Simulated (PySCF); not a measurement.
# F₄GeH₂Si: electronic excitations and core binding energies

What electronic excitations and core binding energies should F₄GeH₂Si (`F[SiH2][Ge]([F])([F])[F]`) show?

The runs use PySCF 2.14.0, with density-fitted response routines of our own; the level of theory stands in each step. All values are computed, except where a source is named. Atoms count from 0, in the outputs and in this text.

**1. The molecule as given**

8 atoms, charge 0, multiplicity 1; geometry from: GFN2-xTB.

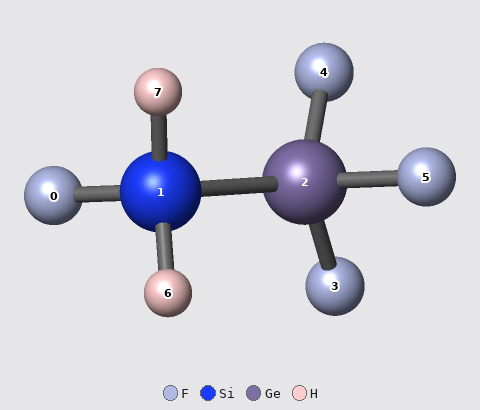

As it starts; fluorine light blue, silicon blue, germanium purple, hydrogen pink, atoms numbered.

**2. TDDFT and polarisability: wB97X-D/def2-SVPD**

The job: settings as JSON, then the geometry in Å.

```
{"job": {"kind": "uv", "xc": "wB97X-D", "basis": "def2-SVPD", "nstates": 8, "ntriplets": 3}, "charge": 0, "multiplicity": 1}
F     -1.855763    -1.418087     0.074212
Si    -1.328571     0.075388    -0.102547
Ge     1.050549    -0.063849     0.076412
F      1.875596    -0.544166     1.551118
F      2.052704    -0.925872    -1.081014
F      1.711114     1.556723    -0.113917
H     -1.831479     0.840378     1.023704
H     -1.665094     0.488897    -1.452533
```

With the program's defaults for keys left out, this is: TDDFT wB97X-D/def2-SVPD, vertical, gas phase, core orbitals frozen in the response.

Started as:

```bash
> OMP_NUM_THREADS=1 python probes_run.py task.json out
```

This one command runs all jobs of the session in turn.

Log:

```text
coarse grid: 39976 points
cycle   1  E = -2766.3011196274  dE = -3.577e-01  |g| = 1.146e+00  |ddm| = 3.388e+00
cycle   2  E = -2766.1521286474  dE =  1.490e-01  |g| = 1.600e+00  |ddm| = 2.679e+00
cycle   3  E = -2766.5489415631  dE = -3.968e-01  |g| = 5.295e-02  |ddm| = 1.251e+00
cycle   4  E = -2766.5495900416  dE = -6.485e-04  |g| = 2.874e-02  |ddm| = 1.221e-01
cycle   5  E = -2766.5497262852  dE = -1.362e-04  |g| = 1.138e-02  |ddm| = 4.546e-02
cycle   6  E = -2766.5497512724  dE = -2.499e-05  |g| = 2.555e-03  |ddm| = 1.679e-02
cycle   7  E = -2766.5497528650  dE = -1.593e-06  |g| = 1.083e-03  |ddm| = 4.770e-03
final grid: 82128 points
cycle   8  E = -2766.5493460458  dE = -5.014e-07  |g| = 1.752e-03  |ddm| = 7.299e-03
cycle   9  E = -2766.5493458543  dE =  1.915e-07  |g| = 2.156e-03  |ddm| = 2.836e-03
cycle  10  E = -2766.5493464793  dE = -6.250e-07  |g| = 1.047e-04  |ddm| = 1.625e-03
cycle  11  E = -2766.5493464818  dE = -2.519e-09  |g| = 5.133e-05  |ddm| = 1.887e-04
cycle  12  E = -2766.5493464827  dE = -8.858e-10  |g| = 1.217e-05  |ddm| = 1.316e-04
converged SCF energy = -2766.5493464827

Static polarisability (au): isotropic 54.427, principal 48.027 50.082 65.172

Singlet excitations
state   eV       nm        f      main configurations
  1   6.9507    178.4   0.08870   H->L 0.94
  2   7.8999    156.9   0.00000   H-2->L 0.64, H-4->L 0.14, H->L+1 0.12
  3   7.9240    156.5   0.06527   H->L+1 0.74, H-2->L 0.18
  4   8.3204    149.0   0.01441   H-1->L 0.82
  5   8.4185    147.3   0.27560   H->L+2 0.59, H-3->L 0.32
  6   8.4272    147.1   0.02209   H-4->L 0.71, H-2->L 0.10
  7   8.5617    144.8   0.22424   H-3->L 0.56, H->L+2 0.30
  8   8.8698    139.8   0.03234   H-6->L 0.54, H-1->L+1 0.25

Triplet excitations (Tamm-Dancoff, eV): 6.0299 6.8965 7.2389
```

It took 49 s on 1 thread of Arm Neoverse N1, shared host; peak memory 0.77 GiB.

Frontier orbitals and where they lie:

```
orbital      eV                        atoms
 HOMO−3  -13.53    F5 55 %, F4 22 %, F3 21 %
 HOMO−2  -13.41   Si1 26 %, H7 16 %, H6 16 %
 HOMO−1  -13.36    F5 39 %, F4 29 %, F3 29 %
   HOMO  -12.08  Si1 23 %, Ge2 22 %, F5 14 %
   LUMO   -0.54   Si1 39 %, Ge2 26 %, H6 8 %
 LUMO+1    0.44   Ge2 35 %, Si1 32 %, F3 7 %
 LUMO+2    0.68   Si1 31 %, Ge2 24 %, F5 9 %
```

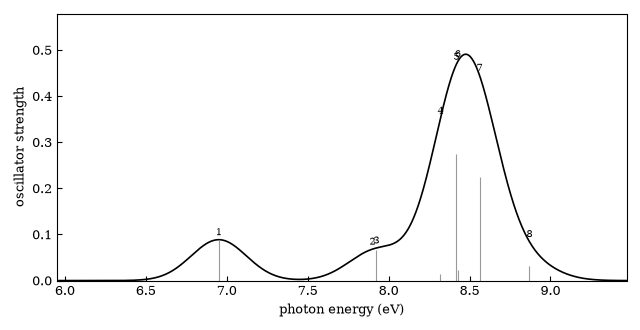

Absorption spectrum from the 8 singlet states computed; above the last one it falls off for lack of states. Lines are broadened to a width of 0.40 eV (Gaussian).

Ground-state properties from the same run:

```
           property  computed
  dipole moment (D)      5.26
polarisability (Å³)      8.07
 HOMO–LUMO gap (eV)     11.55
      −ε(HOMO) (eV)     12.08
```

**3. Core holes by ΔSCF: SCAN, X2C**

The job, as its differences from that of step 2:

```diff
@@ -1,2 +1,2 @@
-{"job": {"kind": "uv", "xc": "wB97X-D", "basis": "def2-SVPD", "nstates": 8, "ntriplets": 3}, "charge": 0, "multiplicity": 1}
+{"job": {"kind": "xps"}, "charge": 0, "multiplicity": 1}
 F     -1.855763    -1.418087     0.074212
```

Level: delta-SCF UKS SCAN, pcX-2 on the ionised atom, pcseg-1 elsewhere, spin-free X2C.

Log:

```text
ground state, core basis on atom 0 (F), 142 functions
  cycle   1  E = -2784.74789891  |g| = 1.11e+00
  cycle   2  E = -2783.72679405  |g| = 2.66e+00
  cycle   3  E = -2784.95980350  |g| = 1.21e-01
  cycle   4  E = -2784.95952852  |g| = 1.37e-01
  cycle   5  E = -2784.96235026  |g| = 2.17e-02
  cycle   6  E = -2784.96242412  |g| = 1.18e-02
  cycle   7  E = -2784.96244041  |g| = 3.32e-03
  cycle   8  E = -2784.96244510  |g| = 5.50e-04
  cycle   9  E = -2784.96244651  |g| = 6.74e-05
  E(ground) = -2785.10996045 Eh
hole in F 1s of atom 0
  cycle   1  E = -2758.56985270  |g| = 2.58e+00
  cycle   2  E = -2758.47437148  |g| = 2.14e+00
  cycle   3  E = -2759.37136514  |g| = 5.02e-01
  cycle   4  E = -2759.30316698  |g| = 6.59e-01
  cycle   5  E = -2759.45910304  |g| = 7.97e-02
  cycle   6  E = -2759.45974810  |g| = 7.22e-02
  cycle   7  E = -2759.46150062  |g| = 1.33e-02
  cycle   8  E = -2759.46157327  |g| = 2.62e-03
  cycle   9  E = -2759.46157532  |g| = 6.85e-04
  cycle  10  E = -2759.46157349  |g| = 4.22e-04
  E(ion) = -2759.61608021 Eh   <S^2> = 0.7565   hole on atom = 1.000   binding energy = 693.724 eV
ground state, core basis on atom 1 (Si), 153 functions
  cycle   1  E = -2785.01557027  |g| = 3.06e-01
  cycle   2  E = -2785.01201798  |g| = 1.88e-01
  cycle   3  E = -2785.01283962  |g| = 1.69e-01
  cycle   4  E = -2785.01735478  |g| = 1.21e-02
  cycle   5  E = -2785.01737209  |g| = 6.07e-03
  cycle   6  E = -2785.01738141  |g| = 7.09e-04
  cycle   7  E = -2785.01737661  |g| = 2.77e-04
  E(ground) = -2785.12097907 Eh
hole in Si 1s of atom 1
  cycle   1  E = -2715.98495015  |g| = 4.35e+00
  cycle   2  E = -2713.72785717  |g| = 2.79e+00
  cycle   3  E = -2713.05899455  |g| = 2.64e+00
  cycle   4  E = -2716.82859309  |g| = 6.44e-01
  cycle   5  E = -2716.88003942  |g| = 6.60e-01
  cycle   6  E = -2717.03188008  |g| = 1.12e-01
  cycle   7  E = -2717.03574480  |g| = 5.22e-02
  cycle   8  E = -2717.03672028  |g| = 3.28e-02
  cycle   9  E = -2717.03704772  |g| = 1.15e-02
  cycle  10  E = -2717.03709256  |g| = 4.33e-03
  cycle  11  E = -2717.03710097  |g| = 5.44e-04
  cycle  12  E = -2717.03709937  |g| = 4.05e-04
  E(ion) = -2717.15100052 Eh   <S^2> = 0.7525   hole on atom = 1.000   binding energy = 1849.557 eV
hole in Si 2p of atom 1
  cycle   1  E = -2780.64985317  |g| = 1.23e+00
  cycle   2  E = -2778.39447117  |g| = 1.97e+00
  cycle   3  E = -2780.46209057  |g| = 1.09e+00
  cycle   4  E = -2780.93351205  |g| = 2.06e-01
  cycle   5  E = -2780.96110288  |g| = 1.33e-01
  cycle   6  E = -2780.96678221  |g| = 6.31e-02
  cycle   7  E = -2780.96807935  |g| = 1.60e-02
  cycle   8  E = -2780.96816796  |g| = 6.00e-03
  cycle   9  E = -2780.96817729  |g| = 3.83e-03
  cycle  10  E = -2780.96818259  |g| = 5.63e-04
  cycle  11  E = -2780.96818309  |g| = 2.39e-04
  E(ion) = -2781.08478569 Eh   <S^2> = 0.7519   hole on atom = 1.003   binding energy = 109.830 eV
  2p3/2 = 109.677 eV   2p1/2 = 110.306 eV
ground state, core basis on atom 3 (F), 142 functions
  cycle   1  E = -2784.95950149  |g| = 1.27e-01
  cycle   2  E = -2784.95816123  |g| = 1.13e-01
  cycle   3  E = -2784.95905425  |g| = 8.22e-02
  cycle   4  E = -2784.96001702  |g| = 1.18e-02
  cycle   5  E = -2784.96004253  |g| = 3.09e-03
  cycle   6  E = -2784.96004485  |g| = 2.73e-04
  E(ground) = -2785.10656507 Eh
hole in F 1s of atom 3
  cycle   1  E = -2758.61578309  |g| = 2.59e+00
  cycle   2  E = -2758.52576312  |g| = 2.17e+00
  cycle   3  E = -2759.46481765  |g| = 4.37e-01
  cycle   4  E = -2759.43000116  |g| = 5.30e-01
  cycle   5  E = -2759.52825064  |g| = 5.31e-02
  cycle   6  E = -2759.52937531  |g| = 2.48e-02
  cycle   7  E = -2759.52963491  |g| = 1.06e-02
  cycle   8  E = -2759.52967525  |g| = 2.65e-03
  cycle   9  E = -2759.52967857  |g| = 1.81e-03
  cycle  10  E = -2759.52967877  |g| = 6.18e-04
  cycle  11  E = -2759.52967677  |g| = 1.07e-04
  E(ion) = -2759.68461153 Eh   <S^2> = 0.7574   hole on atom = 1.000   binding energy = 691.767 eV
```

Run time: 56 s. Hardware: 1 thread of Arm Neoverse N1, shared host; peak memory 0.65 GiB.

Binding energies by hole, beside the orbital energy of the ground state; the difference holds orbital relaxation and, for a density functional, its self-interaction error:

```
       hole  stands for                   environment  ΔSCF (eV; 2p as the shell's mean)  −ε (eV)   ⟨S²⟩
  F1s on F0          F0         fluorine bonded to Si                             693.72    667.8  0.757
Si1s on Si1         Si1  silicon bonded to F, Ge, 2 H                            1849.56   1796.3  0.753
Si2p on Si1         Si1  silicon bonded to F, Ge, 2 H                             109.89     99.0  0.752
  F1s on F3  F3, F4, F5         fluorine bonded to Ge                             691.77    666.4  0.757
```

Each hole run stands for the others of its class of like atoms.

With the spin-orbit splitting: Si1 2p3/2 109.68, 2p1/2 110.31 eV. The table gives each 2p level as the mean over the whole 2p shell (two parts 2p3/2, one part 2p1/2), which differs a little from the single hole in the log.

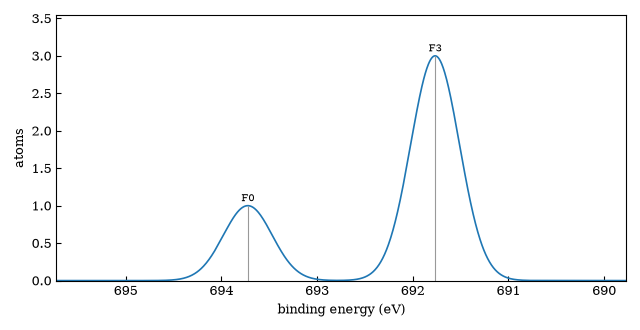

The F1s photoelectron lines, weighted by the number of atoms. Lines are broadened to a width of 0.60 eV (Gaussian).

**4. Outcome**

| quantity | value |
| --- | --- |
| lowest singlet (wB97X-D/def2-SVPD) | 6.95 eV (178 nm), f = 0.089 |
| brightest single state of those computed | state 5, 8.42 eV, f = 0.276 |
| lowest triplet | 6.03 eV |
| F1s binding energies, SCAN/pcX-2 | F0 693.72, F3 691.77 eV |
| Si1s binding energies, SCAN/pcX-2 | Si1 1849.56 eV |
| Si2p binding energies, SCAN/pcX-2 | Si1 109.89 eV |

What this shows: The lowest singlet, at 6.95 eV, is HOMO→LUMO 0.94 and is bright; of the 8 states computed, the strongest absorption comes from state 5 at 8.42 eV. The lowest triplet lies 0.92 eV below the lowest singlet (triplets in Tamm-Dancoff, singlets in full TDDFT). The F1s levels kept as sound span 1.96 eV, from F3 (fluorine bonded to Ge) up to F0 (fluorine bonded to Si).
